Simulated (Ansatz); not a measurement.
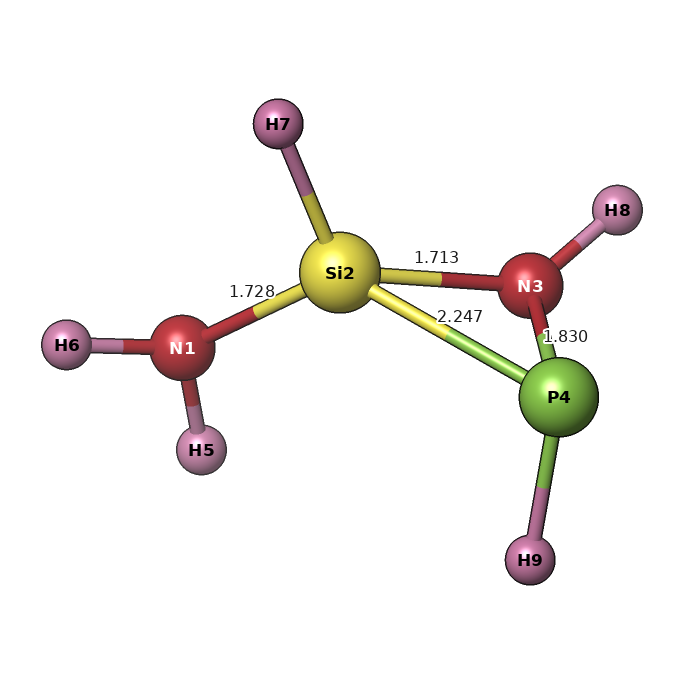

The numbers beside the sticks are distances in Å. Sticks don't show bond order. Computed geometry: PBE-D4/def2-SVP optimisation. No frequency run is at hand to confirm it as a minimum.

> Assign a bond order to each marked bond.

N1–Si2 single; Si2–N3 single; Si2–P4 single; N3–P4 single.

> Write the SMILES.

N[Si@@H]1NP1
